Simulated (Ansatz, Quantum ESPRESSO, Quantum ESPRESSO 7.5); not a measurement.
**Ni: work function by face**

Wanted: work functions of Ni face by face, under two functionals.

Main program and level: Quantum ESPRESSO 7.5; plane-wave DFT, PBE, GBRV ultrasoft pseudopotentials (geometry and cross-check by Ansatz 0.2.0 with PAW datasets; geometry under PBE).

Experimental background.

“Anisotropic work function of elemental crystals” (2019, arxiv:1902.07811) quotes from earlier work for Ni (clean single-crystal faces): work function of (111) (clean (111) face) 5.36 eV; work function of (100) (clean (100) face) 5.17 eV; work function of (110) (clean (110) face) 4.55 eV.

## 1. Starting point

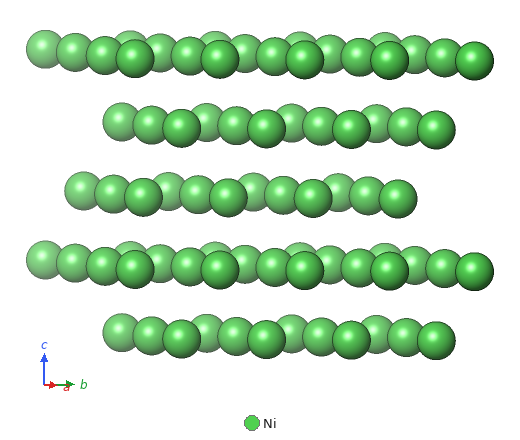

The starting structure, seen from the side, with the c axis up (nickel green). 3×4×1 cells are drawn. Some periodic images of atoms are drawn too.

The cell holds 5 atoms: 5 Ni. Its edges and angles: a = 2.489 Å, b = 2.489 Å, c = 24.129 Å, α = 90.0°, β = 90.0°, γ = 60.0°. It derives from Ni. Vacuum lies along c.

## 2. Geometry from Ansatz of (111)

The geometry comes first, from a plane-wave PAW code, so that the later runs on this slab share one structure.

File input.yaml:

```yaml
crystal:
  lattice:
    - [2.4890158698, 0.0, 0.0]
    - [1.2445079349, 2.1555509736, 0.0]
    - [0.0, 0.0, 24.1290917902]
  atoms:
    - { symbol: Ni, position: [0.6666666667, 0.6666666667, 0.3315499841], spin: 0.7 }
    - { symbol: Ni, position: [0.0, 0.0, 0.4157749921], spin: 0.7 }
    - { symbol: Ni, position: [0.3333333333, 0.3333333333, 0.5], spin: 0.7 }
    - { symbol: Ni, position: [0.6666666667, 0.6666666667, 0.5842250079], spin: 0.7 }
    - { symbol: Ni, position: [0.0, 0.0, 0.6684500159], spin: 0.7 }
magnetization:
  spin_polarized: true
kpoints:
  mp_grid: { grid: [12, 12, 1] }
hamiltonian:
  xc: pbe
scf:
  occupations: { method: fermi_dirac, width: 0.1 }
  convergence: { dr2_threshold: 1.0e-08 }
efield:
  axis: 3
  dipole_correction: true
  ramp_position: 0.97
  ramp_width: 0.04
relax:
  f_tol: 0.01
  constraints: [{ sites: [2] }]
output:
  write_potential: true
  write_density: true
  volumetric_format: npy
```

Run with:

```console
$ ansatz run input.yaml --threads 8 --pin off --max-ram 16384MiB --backend cpu --events-out ev --progress --plain --runs-dir out
```

Numbers of over 12 decimals in the logs are rounded to 6 here.

What it wrote:

```text
Engine: ansatz 0.2.0, aarch64-unknown-linux-gnu
Pseudopotentials: kind: paw
Pseudopotential: Ni, paw, valence charge 18, recommended cutoff 420 eV (normal), Ni.paw.azcp
Functional definition: PBE
  parameter kappa = 0.804
  parameter beta = 0.066725
  exchange = pbe_x(kappa = kappa, mu = beta*pi^2/3)
  correlation = pbe_c(beta = beta)
Crystal: 5 atoms, lattice volume = 129.457 Å³
Basis set: ecut = 420 eV, 2439 PW (Γ), exchange–correlation on 36×36×324 points (8 copies of the dense FFT grid, shifted against one another)
Bands: 57, of which v1, the nominal top of the filled ones, is band 45 counted from 1 (44 counted from 0)
Symmetry: 6 space group operations
k-points: 19 of 144 (time reversal used)
Non-local potential: Ni, projectors of the file, l = 0: 3, l = 1: 2, l = 2: 3, l = 3: 1
PAW form: soft (Blöchl's): semilocal exchange-correlation on the pseudo side does not see the compensation charge
PAW one-centre angular grid: Ni, 590 points (default); XC on 64 Gauss nodes
Initial density: superposition of atomic densities (neutral atoms: chi_scale 0, normalization atom)
Starting moments: Σ|m| = 3.5 μB on 5 of 5 sites
Initial wavefunctions: pseudopotential atomic-orbital guess
Functional: x = pbe(κ = 0.804, μ = 0.219515), c = pbe(β = 0.066725)
SCF iter   1: F=—  HF=-29192.908023 eV  |F-HF|=—  |Δ(HF+E_count)|=         —  Δρ=3.43e-2 (↑1.16e-2 ↓3.43e-2)  dr2=3.45e0  dr2_m=3.35e-1  M=3.729 μB ∫|m|=3.912 μB  β_m=1.00  ethr=3.10e-3  p=-0.000 e·Å  D=-5.80e-6 V/Å  ΔV_dip=0.00 eV  dr2_dipole=1.17e-7  V_vac-E_F(+/−)=7.30/7.30 eV  ⟨swp⟩=9.3  Hψ=10288  notcnv=0  defer=34
Mixer restart at iter 1: flushing history
efield: sawtooth ramp at fractional position 0.9700 (set: `efield.ramp_position`, or a place that a band, a saddle search or an elastic batch's reference lends), width 0.0400; the density the first Hamiltonian is built on has a dipole p = -0.000 e·Å; the dipole correction subtracts the counter field D = -5.80e-6 V/Å, which shifts the + side's vacuum level by +0.00 eV against the − side's; the planar-averaged density in the ramp window peaks in size at 6.4e-6 e/Å³
preconditioner: auto → LDOS  [metal: Δε(μ)=0.029 eV  Ē_g=7.771 eV  σ=0.100 eV  W_gap=0.07  n_scr=18 (ndim 8)  ℏωp=23.1 eV  f_vac=0.529  D(μ)=9.55/eV (n_scr^D=130)]
spin=Collinear: LDOS preconditioning applied to the charge; magnetization (m = ρ↑ − ρ↓) channel mixes plain (no charge-response kernel on spin).
SCF iter   2: F=—  HF=-29193.446998 eV  |F-HF|=—  |Δ(HF+E_count)|=   5.39e-1  Δρ=1.35e-2 (↑1.35e-2 ↓1.05e-2)  dr2=5.48e-1  dr2_m=7.45e-3  M=3.654 μB ∫|m|=4.020 μB  β_m=0.31  ethr=3.10e-3  p=-0.000 e·Å  D=-1.56e-4 V/Å  ΔV_dip=0.00 eV  dr2_dipole=2.15e-5  V_vac-E_F(+/−)=6.43/6.42 eV  ⟨swp⟩=2.3  Hψ=3647  notcnv=0  defer=88
density mixer auto → msr1: a metal under ldos (density of states about μ 3.87 of a free-electron gas's, 18 screened modes)
SCF iter   3: F=—  HF=-29195.127481 eV  |F-HF|=—  |Δ(HF+E_count)|=    1.68e0  Δρ=7.29e-3 (↑7.29e-3 ↓5.76e-3)  dr2=1.49e-1  dr2_m=6.14e-3  M=3.645 μB ∫|m|=4.036 μB  β_m=0.52  ethr=6.09e-4  p=-0.000 e·Å  D=-1.50e-4 V/Å  ΔV_dip=0.00 eV  dr2_dipole=3.32e-5  V_vac-E_F(+/−)=6.00/6.00 eV  ⟨swp⟩=2.7  Hψ=3503  notcnv=0  defer=89
SCF iter   4: F=—  HF=-29197.080634 eV  |F-HF|=—  |Δ(HF+E_count)|=         —  Δρ=7.11e-3 (↑5.00e-3 ↓7.11e-3)  dr2=1.21e-1  dr2_m=3.44e-3  M=3.528 μB ∫|m|=3.999 μB  β_m=0.52  ethr=1.65e-4  p=-0.000 e·Å  D=-9.61e-5 V/Å  ΔV_dip=0.00 eV  dr2_dipole=4.73e-6  V_vac-E_F(+/−)=5.40/5.40 eV  ⟨swp⟩=2.9  Hψ=4345  notcnv=0  defer=86
SCF iter   5: F=—  HF=-29197.385151 eV  |F-HF|=—  |Δ(HF+E_count)|=   3.05e-1  Δρ=4.86e-3 (↑2.10e-3 ↓4.86e-3)  dr2=4.22e-2  dr2_m=3.81e-3  M=3.441 μB ∫|m|=3.920 μB  β_m=0.76  ethr=1.35e-4  p=-0.000 e·Å  D=-3.08e-5 V/Å  ΔV_dip=0.00 eV  dr2_dipole=9.29e-9  V_vac-E_F(+/−)=5.24/5.24 eV  ⟨swp⟩=2.2  Hψ=3493  notcnv=0  defer=91
SCF iter   6: F=—  HF=-29197.449799 eV  |F-HF|=—  |Δ(HF+E_count)|=   6.46e-2  Δρ=2.50e-3 (↑1.88e-3 ↓2.50e-3)  dr2=1.35e-2  dr2_m=9.03e-4  M=3.382 μB ∫|m|=3.864 μB  β_m=0.75  ethr=4.69e-5  p=-0.000 e·Å  D=-6.95e-5 V/Å  ΔV_dip=0.00 eV  dr2_dipole=6.13e-6  V_vac-E_F(+/−)=5.12/5.12 eV  ⟨swp⟩=2.1  Hψ=3592  notcnv=0  defer=94
SCF iter   7: F=—  HF=-29197.449038 eV  |F-HF|=—  |Δ(HF+E_count)|=   7.61e-4  Δρ=1.95e-3 (↑1.11e-3 ↓1.95e-3)  dr2=7.64e-3  dr2_m=2.85e-4  M=3.371 μB ∫|m|=3.853 μB  β_m=0.61  ethr=1.50e-5  p=0.000 e·Å  D=5.59e-5 V/Å  ΔV_dip=-0.00 eV  dr2_dipole=5.20e-6  V_vac-E_F(+/−)=5.08/5.08 eV  ⟨swp⟩=2.1  Hψ=4148  notcnv=0  defer=100
SCF iter   8: F=—  HF=-29197.447029 eV  |F-HF|=—  |Δ(HF+E_count)|=   2.01e-3  Δρ=5.66e-4 (↑3.87e-4 ↓5.66e-4)  dr2=4.75e-4  dr2_m=7.51e-5  M=3.375 μB ∫|m|=3.860 μB  β_m=0.64  ethr=8.49e-6  p=0.000 e·Å  D=2.36e-7 V/Å  ΔV_dip=-0.00 eV  dr2_dipole=4.63e-7  V_vac-E_F(+/−)=5.06/5.06 eV  ⟨swp⟩=2.3  Hψ=3648  notcnv=0  defer=100
SCF iter   9: F=—  HF=-29197.447098 eV  |F-HF|=—  |Δ(HF+E_count)|=   6.90e-5  Δρ=3.04e-4 (↑1.17e-4 ↓3.04e-4)  dr2=1.32e-4  dr2_m=2.29e-5  M=3.377 μB ∫|m|=3.862 μB  β_m=0.67  ethr=5.28e-7  p=0.000 e·Å  D=4.83e-6 V/Å  ΔV_dip=-0.00 eV  dr2_dipole=6.16e-8  V_vac-E_F(+/−)=5.07/5.07 eV  ⟨swp⟩=2.9  Hψ=4248  notcnv=0  defer=100
SCF iter  10: F=—  HF=-29197.447089 eV  |F-HF|=—  |Δ(HF+E_count)|=   9.02e-6  Δρ=1.00e-4 (↑4.04e-5 ↓1.00e-4)  dr2=1.17e-5  dr2_m=3.70e-6  M=3.376 μB ∫|m|=3.863 μB  β_m=0.66  ethr=1.46e-7  p=-0.000 e·Å  D=-5.75e-6 V/Å  ΔV_dip=0.00 eV  dr2_dipole=9.36e-10  V_vac-E_F(+/−)=5.06/5.06 eV  ⟨swp⟩=2.0  Hψ=2839  notcnv=0  defer=100
SCF iter  11: F=—  HF=-29197.447088 eV  |F-HF|=—  |Δ(HF+E_count)|=   7.53e-7  Δρ=4.03e-5 (↑3.50e-5 ↓4.03e-5)  dr2=3.76e-6  dr2_m=2.96e-7  M=3.376 μB ∫|m|=3.863 μB  β_m=0.53  ethr=1.30e-8  p=0.000 e·Å  D=1.88e-5 V/Å  ΔV_dip=-0.00 eV  dr2_dipole=1.41e-7  V_vac-E_F(+/−)=5.06/5.06 eV  ⟨swp⟩=2.3  Hψ=3688  notcnv=0  defer=100
SCF iter  12: F=—  HF=-29197.447087 eV  |F-HF|=—  |Δ(HF+E_count)|=   7.00e-7  Δρ=1.11e-5 (↑1.11e-5 ↓8.38e-6)  dr2=2.72e-7  dr2_m=4.87e-8  M=3.376 μB ∫|m|=3.864 μB  β_m=0.56  ethr=4.18e-9  p=-0.000 e·Å  D=-2.35e-6 V/Å  ΔV_dip=0.00 eV  dr2_dipole=2.89e-8  V_vac-E_F(+/−)=5.06/5.06 eV  ⟨swp⟩=2.2  Hψ=3336  notcnv=0  defer=100
SCF iter  13: F=—  HF=-29197.447087 eV  |F-HF|=—  |Δ(HF+E_count)|=   8.62e-8  Δρ=6.15e-6 (↑3.91e-6 ↓6.15e-6)  dr2=1.06e-7  dr2_m=1.84e-8  M=3.376 μB ∫|m|=3.863 μB  β_m=0.63  ethr=3.03e-10  p=0.000 e·Å  D=1.43e-6 V/Å  ΔV_dip=-0.00 eV  dr2_dipole=1.86e-8  V_vac-E_F(+/−)=5.06/5.06 eV  ⟨swp⟩=2.2  Hψ=3318  notcnv=0  defer=100
[...]
SCF iter   4: F=—  HF=-29197.451276 eV  |F-HF|=—  |Δ(HF+E_count)|=   6.62e-5  Δρ=1.99e-4 (↑1.99e-4 ↓1.76e-4)  dr2=4.47e-5  dr2_m=1.56e-5  M=3.384 μB ∫|m|=3.869 μB  β_m=0.52  ethr=1.21e-7  p=0.000 e·Å  D=4.27e-5 V/Å  ΔV_dip=-0.00 eV  dr2_dipole=5.31e-7  V_vac-E_F(+/−)=5.04/5.04 eV  ⟨swp⟩=2.3  Hψ=3417  notcnv=0  defer=100
SCF iter   5: F=—  HF=-29197.451312 eV  |F-HF|=—  |Δ(HF+E_count)|=   3.64e-5  Δρ=7.37e-5 (↑6.22e-5 ↓7.37e-5)  dr2=8.13e-6  dr2_m=3.18e-6  M=3.382 μB ∫|m|=3.867 μB  β_m=0.54  ethr=4.97e-8  p=0.000 e·Å  D=2.36e-5 V/Å  ΔV_dip=-0.00 eV  dr2_dipole=3.35e-8  V_vac-E_F(+/−)=5.04/5.05 eV  ⟨swp⟩=2.2  Hψ=3563  notcnv=0  defer=100
SCF iter   6: F=—  HF=-29197.451318 eV  |F-HF|=—  |Δ(HF+E_count)|=   5.89e-6  Δρ=4.79e-5 (↑4.79e-5 ↓4.49e-5)  dr2=4.32e-6  dr2_m=1.63e-6  M=3.382 μB ∫|m|=3.867 μB  β_m=0.64  ethr=9.03e-9  p=0.000 e·Å  D=1.27e-5 V/Å  ΔV_dip=-0.00 eV  dr2_dipole=1.24e-8  V_vac-E_F(+/−)=5.05/5.05 eV  ⟨swp⟩=2.6  Hψ=3876  notcnv=0  defer=100
SCF iter   7: F=—  HF=-29197.451323 eV  |F-HF|=—  |Δ(HF+E_count)|=   5.05e-6  Δρ=4.56e-5 (↑2.83e-5 ↓4.56e-5)  dr2=3.33e-6  dr2_m=3.75e-7  M=3.381 μB ∫|m|=3.866 μB  β_m=0.56  ethr=4.80e-9  p=-0.000 e·Å  D=-1.19e-7 V/Å  ΔV_dip=0.00 eV  dr2_dipole=2.26e-8  V_vac-E_F(+/−)=5.05/5.05 eV  ⟨swp⟩=2.6  Hψ=3959  notcnv=0  defer=100
SCF iter   8: F=—  HF=-29197.451323 eV  |F-HF|=—  |Δ(HF+E_count)|=   9.56e-9  Δρ=1.45e-5 (↑7.74e-6 ↓1.45e-5)  dr2=5.20e-7  dr2_m=1.10e-7  M=3.381 μB ∫|m|=3.865 μB  β_m=0.65  ethr=3.70e-9  p=-0.000 e·Å  D=-2.92e-6 V/Å  ΔV_dip=0.00 eV  dr2_dipole=9.84e-9  V_vac-E_F(+/−)=5.05/5.05 eV  ⟨swp⟩=2.1  Hψ=3149  notcnv=0  defer=100
SCF iter   9: F=—  HF=-29197.451323 eV  |F-HF|=—  |Δ(HF+E_count)|=   8.92e-8  Δρ=6.69e-6 (↑5.13e-6 ↓6.69e-6)  dr2=3.53e-8  dr2_m=3.73e-8  M=3.380 μB ∫|m|=3.865 μB  β_m=0.80  ethr=5.78e-10  p=-0.000 e·Å  D=-8.79e-7 V/Å  ΔV_dip=0.00 eV  dr2_dipole=2.63e-10  V_vac-E_F(+/−)=5.05/5.05 eV  ⟨swp⟩=2.2  Hψ=3163  notcnv=0  defer=100
SCF iter  10: F=—  HF=-29197.451324 eV  |F-HF|=—  |Δ(HF+E_count)|=   5.78e-8  Δρ=3.49e-6 (↑3.49e-6 ↓1.84e-6)  dr2=1.67e-8  dr2_m=4.91e-9  M=3.380 μB ∫|m|=3.865 μB  β_m=0.82  ethr=3.92e-11  p=-0.000 e·Å  D=-1.12e-7 V/Å  ΔV_dip=0.00 eV  dr2_dipole=2.70e-10  V_vac-E_F(+/−)=5.05/5.05 eV  ⟨swp⟩=2.7  Hψ=4141  notcnv=0  defer=100
SCF iter  11: F=—  HF=-29197.451324 eV  |F-HF|=—  |Δ(HF+E_count)|=   1.80e-9  Δρ=1.68e-6 (↑1.54e-6 ↓1.68e-6)  dr2=1.76e-8  dr2_m=1.01e-9  M=3.380 μB ∫|m|=3.865 μB  β_m=0.72  ethr=1.85e-11  p=-0.000 e·Å  D=-1.56e-6 V/Å  ΔV_dip=0.00 eV  dr2_dipole=4.69e-9  V_vac-E_F(+/−)=5.05/5.05 eV  ⟨swp⟩=3.0  Hψ=4318  notcnv=0  defer=100
SCF iter  12: F=—  HF=-29197.451324 eV  |F-HF|=—  |Δ(HF+E_count)|=  9.60e-10  Δρ=1.23e-6 (↑1.16e-6 ↓1.23e-6)  dr2=6.32e-9  dr2_m=6.72e-10  M=3.380 μB ∫|m|=3.865 μB  β_m=0.62  ethr=1.85e-11  p=0.000 e·Å  D=6.43e-7 V/Å  ΔV_dip=-0.00 eV  dr2_dipole=1.60e-9  V_vac-E_F(+/−)=5.05/5.05 eV  ⟨swp⟩=2.0  Hψ=3112  notcnv=0  defer=100
SCF iter  13: F=—  HF=-29197.451324 eV  |F-HF|=—  |Δ(HF+E_count)|=  4.37e-11  Δρ=1.54e-6 (↑3.23e-7 ↓1.54e-6)  dr2=1.35e-8  dr2_m=6.43e-10  M=3.380 μB ∫|m|=3.865 μB  β_m=0.80  ethr=7.03e-12  p=-0.000 e·Å  D=-3.15e-8 V/Å  ΔV_dip=0.00 eV  dr2_dipole=5.38e-9  V_vac-E_F(+/−)=5.05/5.05 eV  ⟨swp⟩=2.0  Hψ=3070  notcnv=0  defer=100
SCF iter  14: F=-29197.451324 eV  HF=-29197.451324 eV  |F-HF|=3.17e-9  |Δ(HF+E_count)|=  3.35e-10  Δρ=7.09e-7 (↑2.28e-7 ↓7.09e-7)  dr2=2.66e-9  dr2_m=1.09e-10  M=3.380 μB ∫|m|=3.865 μB  ethr=7.03e-12  p=-0.000 e·Å  D=-2.46e-8 V/Å  ΔV_dip=0.00 eV  dr2_dipole=6.73e-10  V_vac-E_F(+/−)=5.05/5.05 eV  ⟨swp⟩=6.7  Hψ=12170  notcnv=0
SCF 3 converged in 14 iterations: F = -29197.451324 eV  dr2 = 2.66e-9
  greatest PAW one-centre occupation: 1.001 electrons in one spin orbital (limit 2), on the Ni atom at site 0 (counted from 0), in its partial waves of l = 1
relax step   3: F+E_penalty+E_count = -29197.45132352 eV  Δ(F+E_penalty+E_count) = -1.469e-3 eV  max|allowed force component| = 3.427e-3 eV/Å  Δτ_max = 0.0163 Å  (14 SCF iters, accepted)
NSCF: frozen V_eff on 19 k-points
the band table was solved once a step of the walk had ended and its energy, with any forces and stress, was formed, with the checks that follow a solve (11119 applications of the Hamiltonian). They found nothing against the state; the energy, forces and stress were not computed again (output.eigenvalues in the input reference)
WARN: The output density's exchange-correlation potential varies sharply where the density is thin. Do not read a vacuum level from v_tot or v_xc, or from such a field of the output density. On a cell that repeats whose density bears no net charge and no dipole along the vacuum's axis use v_es (v_loc + v_h of the components); under efield.dipole_correction with no amplitude use v_es + v_field, which holds any externa [...]
SCF converged after 14 iterations
Magnetization: 3.3803 μB (46.6902 up, 43.3098 down)
Absolute magnetization: 3.8689 μB (∫|ρ↑−ρ↓|, with the PAW one-centre terms)
Spin contamination: 0.0466 ħ² per cell (⟨S²⟩ above its minimum at these occupations)
Per-site moments (μB) at R_I (Å): [(0.724788, 1.017234), (0.726176, 1.017234), (0.682936, 1.026515), (0.726174, 1.017233), (0.724783, 1.017233)]
Free energy (F): -29197.451324 eV
Harris-Foulkes:  -29197.451324 eV  (|F-HF|=3.17e-9)
Internal energy: -29197.169622 eV  (E = F + TS)
E sigma→0 (E₀):  -29197.310473 eV
Entropy (-TS):   -0.281702 eV (-56.340 meV/atom)
Fermi energy:    4.768008 eV
Dipole field:    D = -0.000043 V/Å  (p = -0.000031 e·Å, saw-weighted, corrected)
Work function:   Φ+ = 5.0522 eV   Φ− = 5.0512 eV
Levels:          The Fermi level and band energies are counted from a zero that moves with the ramp; work functions are not
--- Per-component energies (eV) ---
  E_band       = -2618.598060
  E_kinetic    = 1408.302154
  E_local      = -206943.291993  (includes V_loc(G=0)·N_el)
  E_nonlocal   = 3182.753675
  E_hartree    = 101454.570053
  E_xc         = -421.240643
  E_vxc        = -542.923837  (∫ρ·V_xc dr)
  E_paw        = -8152.213205  (= ΣΔE_a)
  E_vpaw       = -2632.587723  (= ΣTr[D̂ρ^β])
  E_aug_tail   = 0.002619  (compensation charges beyond the density's cutoff)
  E_efield     = 0.000000  (sawtooth field / dipole correction)
  E_vefield    = 0.000942  (∫n·V_field dr)
  E_ewald      = 80273.947719
  E_smearing   = -0.281702  (= −TS)
  E_closure    = -0.000000  (closes the sum)
  Σ components = -29197.451324   (vs F -29197.451324, Δ=0.00e0)
--- Forces (eV/Å), atoms counted from 1 ---
  atom   1  Ni    -0.00000000     0.00000000    -0.00296839
  atom   2  Ni    -0.00000000    -0.00000000     0.00342685
  atom   3  Ni    -0.00000000     0.00000000    -0.00002367
  atom   4  Ni    -0.00000000     0.00000000    -0.00342046
  atom   5  Ni     0.00000000    -0.00000000     0.00299257
  max |Σ_I F_I| component: 6.90e-6 eV/Å
--- Band table (eV; the first three rows and the last of 38) ---
  k-point 0 ↑: bands = [... 41 lower, 3.4832, 3.4832, 3.7221, 3.7221, 4.0111, 4.0111, 4.1279, 4.1279, ... 8 higher]
  k-point 1 ↑: bands = [... 41 lower, 3.5134, 3.5176, 3.5233, 3.6528, 3.7297, 4.0127, 4.0287, 4.1332, ... 8 higher]
  k-point 2 ↑: bands = [... 41 lower, 3.2875, 3.3637, 3.5218, 3.7428, 3.7460, 4.0142, 4.1467, 4.5607, ... 8 higher]
  k-point 18 ↓: bands = [... 41 lower, 4.7447, 4.8464, 4.8740, 4.8740, 9.7813, 9.7813, 9.9891, 10.1349, ... 8 higher]
--- Relaxed structure (3 steps of the walk, 3 accepted, 0 SCFs on fresh bases) ---
  F+E_penalty+E_count = -29197.45132352 eV   max|allowed force component| = 3.427e-3 eV/Å
  atoms:
    - { symbol: Ni, position: [0.666667, 0.666667, 0.332745] }
    - { symbol: Ni, position: [0, 0, 0.415800] }
    - { symbol: Ni, position: [0.333333, 0.333333, 0.500000] }
    - { symbol: Ni, position: [0.666667, 0.666667, 0.584200] }
    - { symbol: Ni, position: [-1.4853524677418462e-18, 0, 0.667255] }
```

It took 16 s on 8 threads of Arm Neoverse V2, shared host; peak memory 0.71 GiB.

The steps of the relaxation:

| step | energy less that of the first step (eV) | largest force component (eV/Å) |
| --- | --- | --- |
| 1 | 0.0000 | 0.1500 |
| 2 | -0.0028 | 0.0896 |
| 3 | -0.0042 | 0.0034 |

Forces are held to the 6 operations that the run works with; a distortion that breaks them can't arise in this run.

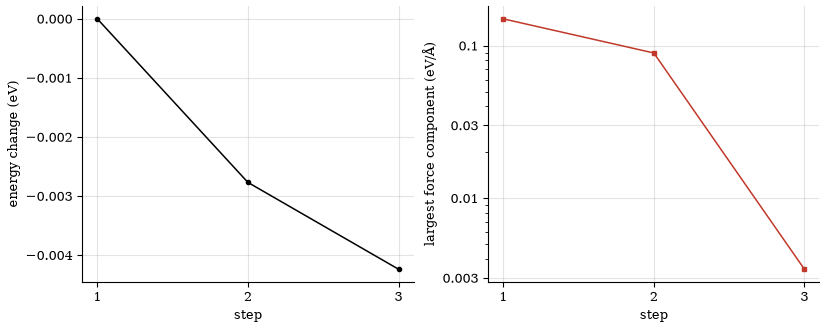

Energy and largest force along the relaxation.

The atoms that moved most (Å):

| atom | dx | dy | dz | length |
| --- | --- | --- | --- | --- |
| Ni5 | 0.000 | 0.000 | -0.029 | 0.029 |
| Ni1 | 0.000 | 0.000 | 0.029 | 0.029 |

The relaxed structure:

```cif
data_structure
_symmetry_space_group_name_H-M 'P 1'
_symmetry_Int_Tables_number 1
_cell_length_a 2.4890
_cell_length_b 2.4890
_cell_length_c 24.1291
_cell_angle_alpha 90.000
_cell_angle_beta 90.000
_cell_angle_gamma 60.000
_cell_volume 129.46
loop_
_atom_site_label
_atom_site_type_symbol
_atom_site_fract_x
_atom_site_fract_y
_atom_site_fract_z
_atom_site_occupancy
Ni1 Ni 0.66667 0.66667 0.33274 1
Ni2 Ni 0.00000 0.00000 0.41580 1
Ni3 Ni 0.33333 0.33333 0.50000 1
Ni4 Ni 0.66667 0.66667 0.58420 1
Ni5 Ni 0.00000 0.00000 0.66725 1
```

 Held were the atoms numbered 3; the forces quoted are those on the free ones.

Numbers from this step:

| Item | Value |
| --- | --- |
| free energy | -29197.4513 eV |
| energy at zero smearing | -29197.3105 eV |
| smearing term TS | 0.2817 eV |
| Fermi energy | 4.768 eV |
| magnetization | 3.380 μB |
| absolute magnetization | 3.869 μB |
| site moments | 0.7248, 0.7262, 0.6829, 0.7262, 0.7248 μB |
| symmetry operations | 6 |
| work function of the upper face | 5.052 eV |
| work function of the lower face | 5.051 eV |
| dipole along the normal | -3.10e-5 e·Å |

[end of part 1 of 7]

[Logs are printed without paths, hosts, clocks, repeated set-up lines and the standing remarks that a program may print on its own settings, such as how far it seeks lower states.]

[Hosts, paths, dates, database ids (printed as entryN), source tags and the programs' standing remarks are cut or masked in the printed files.]

[Maps of the electrostatic potential energy from Ansatz leave out the sawtooth potential of an applied field or a dipole correction, so their vacuum need not be flat; planar profiles and work functions include it.]
